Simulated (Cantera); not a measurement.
Feed: 1 mol MgO, a varied amount of C, 0.082 mol H2, at 2500 K and 750 Torr.

These are equilibrium values from Cantera (NASA tables, ideal gas, pure condensed phases), not measurements of a reactor. Candidate condensed phases: C, C6H6, C7H8, C8H18, H2O, Mg, MgCO3, MgO, Mg(OH)2; 116 gas species. The tables' values for MgH are old estimates; treat these amounts as uncertain. Equilibrium is a limit: real reactors are often held back by kinetics, nucleation or transport.

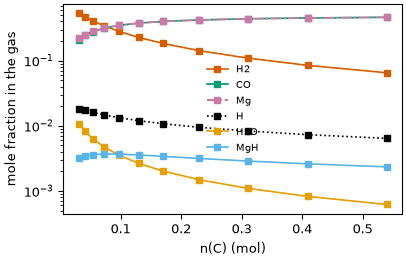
Figure. Equilibrium gas composition (values under 1e-9 drawn at 1e-9)

From 0.031 mol C to 0.54 mol C the condensed part is MgO(s). The main Mg-bearing gas is Mg throughout. The share of Mg in condensed phases is highest at 0.031 mol C (96.7 %) and lowest at 0.54 mol C (45.8 %).
